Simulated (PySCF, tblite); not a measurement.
**C₇H₁₃NOSi: geometry, infrared bands and NMR shifts**

Wanted: the infrared bands and NMR shifts of C₇H₁₃NOSi (`C#C[C@H]1CCO[SiH2]CNC1`), by calculation.

Computed with tblite 0.8.0 and PySCF 2.14.0, with density-fitted response routines of our own, on a single molecule in the gas phase. Atoms are numbered from 0 throughout.

## 1. The molecule as given

23 atoms, charge 0, multiplicity 1; geometry from: force field or distance geometry start.

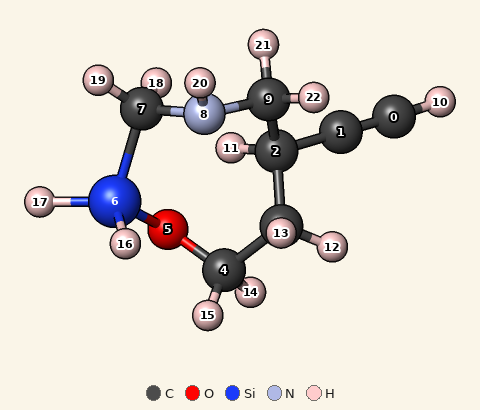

As it starts; carbon dark grey, oxygen red, silicon blue, nitrogen light blue, hydrogen pink, atoms numbered.

## 2. Geometry optimisation with GFN2-xTB

Job settings and geometry (Å):

```
{"job": {"kind": "relax", "xc": "GFN2-xTB", "basis": "xTB"}, "charge": 0, "multiplicity": 1}
C      1.407500     0.166500    -3.358600
C      0.947900     0.129200    -2.247500
C      0.420100     0.089200    -0.864500
C      0.800000    -1.206000    -0.222100
C     -0.455000    -2.027700     0.085500
O     -1.582300    -1.234900     0.188900
Si    -1.651200    -0.323800     1.643600
C     -1.049700     1.401800     1.222900
N      0.391200     1.333700     1.189500
C      0.934300     1.294400    -0.148300
H      1.778200     0.215500    -4.364500
H     -0.715900     0.098500    -0.958800
H      1.376500    -1.784500    -0.967300
H      1.447200    -1.102800     0.664000
H     -0.578600    -2.688700    -0.811300
H     -0.307600    -2.689700     0.964100
H     -0.741900    -0.869000     2.672400
H     -3.026400    -0.240800     2.164900
H     -1.410000     1.636900     0.197900
H     -1.427500     2.134800     1.967100
H      0.823000     2.095700     1.773500
H      0.581300     2.228000    -0.668700
H      2.034200     1.370700    -0.112800
```

Launch:

```console
OMP_NUM_THREADS=1 python probes_run.py task.json out
```

This one command runs all jobs of the session in turn.

The program printed:

```text
step      E/eV     max force
  0    -823.72533    2.564
  1    -824.04963    1.534
  2    -824.14842    1.278
  3    -824.16611    3.725
  4    -824.27749    0.551
  5    -824.31532    0.665
  6    -824.35843    0.694
  7    -824.39194    0.665
  8    -824.43097    0.509
  9    -824.45608    0.373
 10    -824.47314    0.311
 11    -824.48692    0.288
 12    -824.50213    0.269
 13    -824.51629    0.259
 14    -824.52889    0.290
 15    -824.54068    0.272
 16    -824.55263    0.291
 17    -824.56356    0.269
 18    -824.57230    0.211
 19    -824.57912    0.194
 20    -824.58488    0.168
 21    -824.58997    0.162
 22    -824.59432    0.164
 23    -824.59811    0.139
 24    -824.60168    0.142
 25    -824.60522    0.136
 26    -824.60864    0.161
 27    -824.61182    0.145
 28    -824.61474    0.122
 29    -824.61736    0.116
 30    -824.61969    0.122
 31    -824.62183    0.125
 32    -824.62382    0.108
 33    -824.62563    0.098
 34    -824.62721    0.086
 35    -824.62854    0.073
 36    -824.62969    0.072
 37    -824.63070    0.087
 38    -824.63162    0.072
 39    -824.63250    0.065
 40    -824.63331    0.061
 41    -824.63400    0.063
 42    -824.63452    0.051
 43    -824.63493    0.048
 44    -824.63535    0.053
 45    -824.63585    0.052
 46    -824.63646    0.058
 47    -824.63704    0.061
 48    -824.63754    0.045
 49    -824.63806    0.048
 50    -824.63867    0.056
 51    -824.63938    0.058
 52    -824.64009    0.063
 53    -824.64070    0.057
 54    -824.64125    0.050
 55    -824.64180    0.062
 56    -824.64235    0.070
 57    -824.64282    0.049
 58    -824.64317    0.041
 59    -824.64341    0.037
 60    -824.64359    0.033
 61    -824.64373    0.030
 62    -824.64384    0.023
 63    -824.64393    0.023
 64    -824.64402    0.018
 65    -824.64409    0.019
 66    -824.64415    0.018
 67    -824.64422    0.023
 68    -824.64430    0.020
 69    -824.64436    0.018
 70    -824.64442    0.018
 71    -824.64447    0.017
 72    -824.64454    0.021
 73    -824.64460    0.018
 74    -824.64463    0.012
 75    -824.64466    0.009
```

Run time: 0.81 s. Hardware: 1 thread of Arm Neoverse V1, shared host; peak memory 0.18 GiB.

Step by step: (not every step is listed)

```csv
step,energy from step 0 (eV),largest force (eV/Å)
0,0.0000,2.5640
1,-0.3243,1.5337
2,-0.4231,1.2777
3,-0.4408,3.7247
4,-0.5522,0.5507
5,-0.5900,0.6646
6,-0.6331,0.6936
7,-0.6666,0.6646
8,-0.7056,0.5093
14,-0.8036,0.2904
20,-0.8596,0.1685
26,-0.8833,0.1609
32,-0.8985,0.1077
38,-0.9063,0.0721
44,-0.9100,0.0529
50,-0.9133,0.0557
56,-0.9170,0.0696
62,-0.9185,0.0228
68,-0.9190,0.0195
70,-0.9191,0.0184
71,-0.9191,0.0168
72,-0.9192,0.0209
73,-0.9193,0.0185
74,-0.9193,0.0120
75,-0.9193,0.0091
```

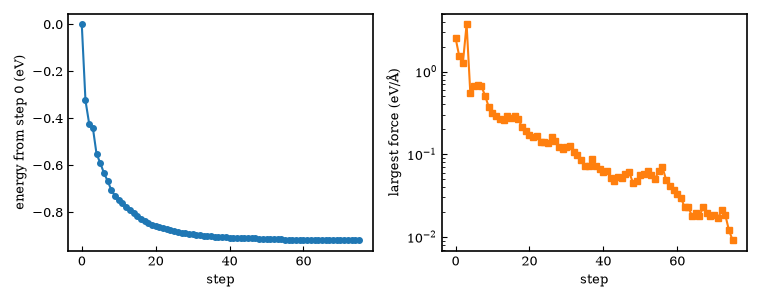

Energy and largest force along the relaxation.

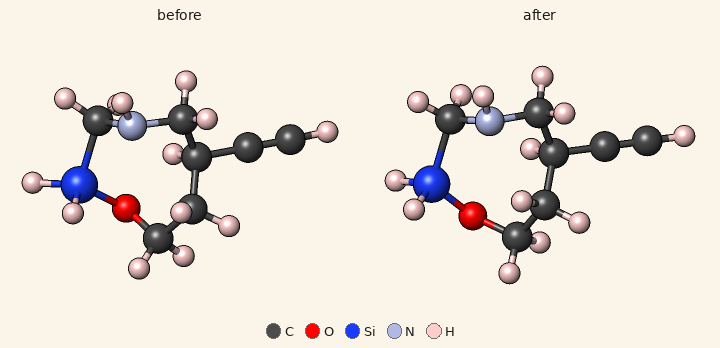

Before and after, at one scale.

Distances of close pairs at the start and the end, largest changes first:

```csv
bond,before (Å),after (Å),change (Å)
O5–Si6,1.718,1.620,-0.098
Si6–C7,1.875,1.921,+0.046
C2–C9,1.493,1.538,+0.045
C2–H11,1.140,1.095,-0.044
C2–C3,1.495,1.539,+0.044
N8–H20,1.053,1.014,-0.039
C1–C2,1.481,1.450,-0.031
C7–N8,1.443,1.469,+0.027
```

The final coordinates are the input of the step that follows.

## 3. Harmonic vibrations with GFN2-xTB

Job settings and geometry (Å):

```
{"job": {"kind": "ir", "xc": "GFN2-xTB", "basis": "xTB"}, "charge": 0, "multiplicity": 1}
C      1.437550     0.042926    -3.402361
C      0.963947     0.064285    -2.303467
C      0.411331     0.097556    -0.963735
C      0.784015    -1.165070    -0.166767
C     -0.417806    -2.092086    -0.036630
O     -1.524855    -1.462286     0.542809
Si    -1.649789    -0.366795     1.729283
C     -0.977472     1.393909     1.356603
N      0.476813     1.376335     1.146708
C      0.884092     1.372003    -0.243751
H      1.843452     0.018650    -4.369288
H     -0.679919     0.141267    -1.049384
H      1.604925    -1.700113    -0.646327
H      1.095309    -0.860681     0.833495
H     -0.736139    -2.444470    -1.025258
H     -0.151372    -2.964822     0.572953
H     -0.967144    -0.807761     2.950558
H     -3.105056    -0.334630     1.815248
H     -1.491157     1.872933     0.510264
H     -1.189889     2.018817     2.225705
H      0.906425     2.172302     1.604992
H      0.499853     2.245433    -0.804102
H      1.978133     1.409284    -0.267468
```

The program printed:

```text
mode    cm-1     km/mol
  1      75.7      0.24
  2     102.8      0.39
  3     113.5      1.80
  4     163.4      0.25
  5     175.7      6.03
  6     214.1      1.32
  7     240.2      4.61
  8     283.9     10.84
  9     294.8      6.42
 10     355.2      1.34
 11     436.8      4.97
 12     461.0      3.04
 13     477.1      4.66
 14     519.4     60.64
 15     542.8     49.37
 16     628.1     25.73
 17     655.5     25.89
 18     657.9      5.10
 19     667.1     26.79
 20     721.6     36.76
 21     742.4    242.48
 22     769.4     39.24
 23     786.0    151.95
 24     823.5    132.32
 25     850.4    106.40
 26     924.3     10.50
 27     963.7      8.40
 28     995.2      5.38
 29    1016.1     33.86
 30    1058.1      2.60
 31    1117.5      1.56
 32    1121.7      7.83
 33    1148.9     20.19
 34    1152.8    136.31
 35    1190.8     17.69
 36    1203.0     64.47
 37    1227.4     14.79
 38    1259.5      8.50
 39    1268.7      2.09
 40    1296.2      4.85
 41    1299.1      3.01
 42    1332.4      6.68
 43    1340.4      4.37
 44    1347.8     16.38
 45    1391.7      4.55
 46    1455.8      4.88
 47    1479.1      2.13
 48    1482.8      0.69
 49    1484.1      0.43
 50    2217.4    310.29
 51    2291.9     22.32
 52    2304.4    301.70
 53    2787.9    106.43
 54    2852.9     73.27
 55    2892.9     60.59
 56    2921.6     45.10
 57    2929.2      9.01
 58    2951.8     58.81
 59    2974.5     59.85
 60    2992.0     29.34
 61    2994.6     23.46
 62    3368.9     18.67
 63    3396.2      3.47
```

Run time: 1.2 s. Hardware: 1 thread of Arm Neoverse V1, shared host; peak memory 0.18 GiB.

Which atoms move in the most intense modes:

```csv
cm⁻¹,km/mol,atoms
742,242.5,"H16 49 %, H17 41 %"
786,151.9,"H20 18 %, H16 12 %, H17 11 %"
824,132.3,Si6 16 %
850,106.4,"H20 26 %, C7 13 %, N8 12 %"
1153,136.3,"C4 25 %, O5 25 %"
2217,310.3,H16 97 %
2304,301.7,H17 97 %
2788,106.4,H21 93 %
```

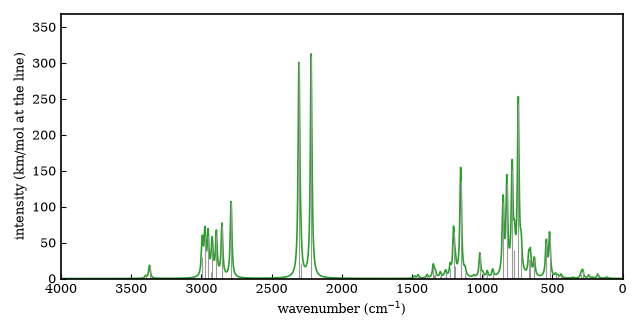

The infrared spectrum from these modes, unscaled. Lines are broadened to a width of 14 cm⁻¹ (Lorentzian).

## 4. Nuclear shieldings: PBE0/pcSseg-1

Settings changed since step 3:

```diff
@@ -1,2 +1,2 @@
-{"job": {"kind": "ir", "xc": "GFN2-xTB", "basis": "xTB"}, "charge": 0, "multiplicity": 1}
+{"job": {"kind": "nmr", "xc": "PBE0", "basis": "pcSseg-1"}, "charge": 0, "multiplicity": 1}
 C      1.437550     0.042926    -3.402361
```

Method: GIAO PBE0/pcSseg-1 NMR shielding, non-relativistic, gas phase.

The program printed:

```text
coarse grid: 19440 points
cycle   1  E = -693.1401094117  dE =  1.403e+00  |g| = 7.445e-01  |ddm| = 4.494e+00
cycle   2  E = -693.0347545833  dE =  1.054e-01  |g| = 1.069e+00  |ddm| = 1.750e+00
cycle   3  E = -693.2478224840  dE = -2.131e-01  |g| = 1.429e-01  |ddm| = 1.148e+00
cycle   4  E = -693.2516625835  dE = -3.840e-03  |g| = 3.892e-02  |ddm| = 1.638e-01
cycle   5  E = -693.2520018404  dE = -3.393e-04  |g| = 1.206e-02  |ddm| = 5.027e-02
cycle   6  E = -693.2520305684  dE = -2.873e-05  |g| = 4.518e-03  |ddm| = 1.672e-02
cycle   7  E = -693.2520348986  dE = -4.330e-06  |g| = 1.609e-03  |ddm| = 4.565e-03
final grid: 182424 points
cycle   8  E = -693.3223331295  dE = -6.711e-05  |g| = 1.135e-02  |ddm| = 7.585e-02
cycle   9  E = -693.3223075205  dE =  2.561e-05  |g| = 1.622e-02  |ddm| = 2.457e-02
cycle  10  E = -693.3223599963  dE = -5.248e-05  |g| = 2.109e-03  |ddm| = 1.441e-02
cycle  11  E = -693.3223609341  dE = -9.379e-07  |g| = 6.455e-04  |ddm| = 2.151e-03
cycle  12  E = -693.3223610223  dE = -8.812e-08  |g| = 2.672e-04  |ddm| = 7.502e-04
cycle  13  E = -693.3223610380  dE = -1.578e-08  |g| = 6.023e-05  |ddm| = 2.374e-04
cycle  14  E = -693.3223610388  dE = -7.262e-10  |g| = 1.592e-05  |ddm| = 7.683e-05
converged SCF energy = -693.3223610388

GIAO shielding tensors (ppm)
atom      isotropic    diamagn.    paramagn.     s11        s22        s33       span
  0 C      112.235     258.773    -146.538     38.816     45.492    252.397    213.581
  1 C       93.870     255.176    -161.307    -14.499     -2.612    298.719    313.218
  2 C      161.657     248.761     -87.104    146.145    167.221    171.605     25.459
  3 C      150.748     250.008     -99.260    131.970    157.115    163.159     31.188
  4 C      121.372     240.837    -119.466     96.113    110.456    157.547     61.433
  5 O      303.908     394.992     -91.084    260.166    296.350    355.209     95.043
  6 Si     371.292     878.066    -506.774    317.656    373.159    423.060    105.404
  7 C      144.815     250.981    -106.166    119.987    140.279    174.178     54.192
  8 N      229.080     317.897     -88.817    188.105    228.022    271.112     83.007
  9 C      127.962     243.989    -116.027    106.245    121.191    156.450     50.205
 10 H       30.269      34.469      -4.200     24.789     24.920     41.098     16.309
 11 H       29.069      31.662      -2.593     25.749     29.230     32.228      6.479
 12 H       30.208      31.234      -1.025     25.290     29.114     36.221     10.932
 13 H       28.808      31.723      -2.915     24.949     29.566     31.909      6.960
 14 H       27.603      28.225      -0.622     22.536     27.132     33.142     10.606
 15 H       27.556      27.527       0.029     22.176     26.913     33.578     11.402
 16 H       26.715      28.232      -1.517     22.756     25.004     32.384      9.628
 17 H       26.931      27.878      -0.947     22.513     25.207     33.073     10.560
 18 H       29.776      30.677      -0.901     26.311     27.896     35.121      8.810
 19 H       29.640      29.136       0.504     25.086     27.776     36.059     10.972
 20 H       30.879      31.878      -0.999     20.521     29.643     42.473     21.952
 21 H       28.676      30.010      -1.334     23.093     28.913     34.022     10.930
 22 H       28.895      30.329      -1.434     24.264     28.217     34.204      9.940
```

Run time: 88 s. Hardware: 1 thread of Arm Neoverse V1, shared host; peak memory 1.1 GiB.

Shifts follow as δ = σ(reference) − σ, with reference shieldings (ppm) from runs at the same level and on the same kind of geometry: 1H TMS 31.72, 13C TMS 186.9, 29Si TMS 349.2, 15N NH3 267.7, 17O H2O 336.1. The references are single molecules in the gas phase, so shifts against H2O, NH3, PH3, H3PO4 or CFCl3 are not on the usual liquid scales and can be off by tens of ppm.

```csv
atoms,environment,σ (ppm),δ (ppm),δ scaled to CDCl3
C1,alkyne carbon,93.9,93.1,88.9
C0,terminal alkyne carbon,112.2,74.7,71.0
C4,sp3 CH2 bonded to O,121.4,65.6,62.1
C9,sp3 CH2 bonded to N,128.0,59.0,55.6
C7,sp3 CH2 bonded to N and Si,144.8,42.1,39.2
C3,sp3 CH2 in a ring,150.7,36.2,33.4
C2,propargylic sp3 CH,161.7,25.3,22.7
H16,"hydrogen on a silicon bonded to C, O, in a 8-membered ring",26.71,5.00,–
H17,"hydrogen on a silicon bonded to C, O, in a 8-membered ring",26.93,4.79,–
H15,hydrogen on an sp3 CH2 bonded to O,27.56,4.16,4.03
H14,hydrogen on an sp3 CH2 bonded to O,27.60,4.11,3.98
H21,hydrogen on an sp3 CH2 bonded to N,28.68,3.04,2.97
H13,hydrogen on an sp3 CH2 in a ring,28.81,2.91,2.85
H22,hydrogen on an sp3 CH2 bonded to N,28.89,2.82,2.77
H11,hydrogen on a propargylic sp3 CH,29.07,2.65,2.60
H19,hydrogen on an sp3 CH2 bonded to N and Si,29.64,2.08,2.06
H18,hydrogen on an sp3 CH2 bonded to N and Si,29.78,1.94,1.94
H12,hydrogen on an sp3 CH2 in a ring,30.21,1.51,1.53
H10,hydrogen on a terminal alkyne carbon,30.27,1.45,1.47
H20,hydrogen on an amine nitrogen,30.88,0.84,–
O5,"oxygen bonded to C, Si, in a 8-membered ring",303.9,32.2,–
Si6,"silicon bonded to C, O, 2 H, in a 8-membered ring",371.3,-22.1,–
N8,amine nitrogen,229.1,38.6,–
```

The scaled column applies a straight-line fit of computed shieldings to shifts measured in CDCl3 (root-mean-square error 0.16 ppm for H, 1.9 ppm for C).

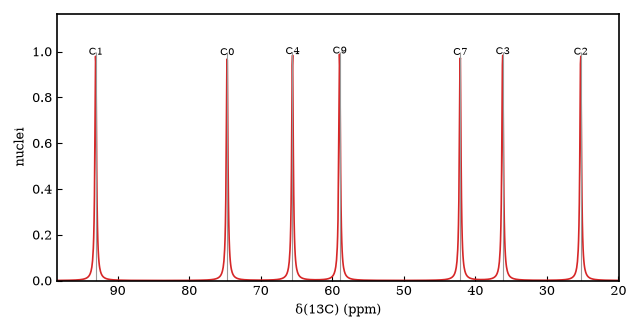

13C lines at the computed shifts, without couplings. Lines are broadened to a width of 0.27 ppm (Lorentzian).

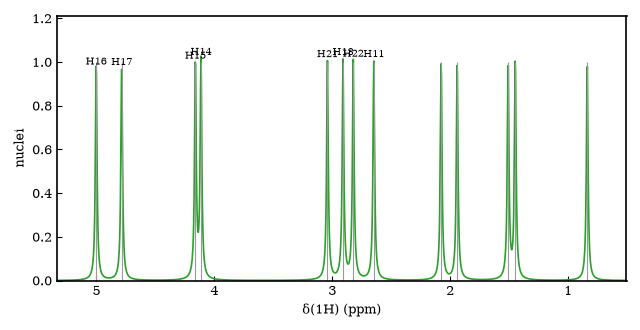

1H lines at the computed shifts, without couplings. Lines are broadened to a width of 0.02 ppm (Lorentzian).

Charges from the same density, by scheme (e):

```csv
atoms,Mulliken,IAO,Hirshfeld,ESP fit
C0,-0.42,-0.26,-0.13,-0.34
C1,0.36,-0.02,-0.03,-0.29
C2,-0.39,-0.13,-0.02,0.43
C3,-0.23,-0.28,-0.08,-0.04
C4,0.13,-0.04,0.01,-0.08
O5,-0.64,-0.64,-0.22,-0.38
Si6,0.88,0.99,0.39,0.52
C7,-0.38,-0.46,-0.12,-0.22
N8,-0.50,-0.42,-0.15,-0.65
C9,0.05,-0.14,-0.02,-0.13
```

IAO charges:

C0 -0.26; C1 -0.02; C2 -0.13; C3 -0.28; C4 -0.04; O5 -0.64; Si6 0.99; C7 -0.46; N8 -0.42; C9 -0.14; H10 0.20; H11 0.16; H12 0.15; H13 0.15; H14 0.14; H15 0.13; H16 -0.16; H17 -0.14; H18 0.12; H19 0.15; H20 0.25; H21 0.11; H22 0.14

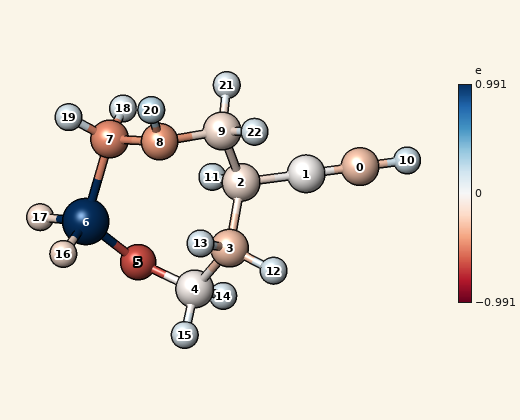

IAO charges, as colours on the atoms.

Mayer bond orders: C0–C1 2.48, C1–C2 1.05, C2–C3 0.95, C3–C4 1.05, C4–O5 0.86, O5–Si6 0.98, Si6–C7 0.86, C7–N8 0.95, N8–C9 1.01, C9–C2 1.00.

Ring of atoms C2, C3, C4, O5, Si6, C7, N8, C9: NICS(0) -4.0, NICS(1) -4.2, NICS(1)zz 2.5 ppm (means of both faces).

## 5. Outcome

```
                                 quantity                                                                             value
strongest single infrared mode (GFN2-xTB)                                                             2217 cm⁻¹, 310 km/mol
             zero-point energy (GFN2-xTB)                                                                    116.1 kcal/mol
   13C shifts against TMS (PBE0/pcSseg-1)                                      93.1, 74.7, 65.6, 59.0, 42.1, 36.2, 25.3 ppm
    1H shifts against TMS (PBE0/pcSseg-1)  5.00, 4.79, 4.16, 4.11, 3.04, 2.91, 2.82, 2.65, 2.08, 1.94, 1.51, 1.45, 0.84 ppm
   17O shifts against H2O (PBE0/pcSseg-1)                                                                          32.2 ppm
  29Si shifts against TMS (PBE0/pcSseg-1)                                                                         -22.1 ppm
   15N shifts against NH3 (PBE0/pcSseg-1)                                                                          38.6 ppm
```

**Reading.** Relaxing lowered the energy by 0.919 eV in 75 steps; the close pair that moved most is O5–Si6, from 1.718 to 1.620 Å. No mode is imaginary among the 63: a minimum at this level. The strongest single mode, at 2217 cm⁻¹, moves mainly H16. GFN2-xTB is a fitted tight-binding method: band positions and strengths are rough. Its intensities can rank the bands wrongly. At PBE0/pcSseg-1: The widest tensor belongs to C1: span 313 ppm, with a paramagnetic part of -161 ppm.
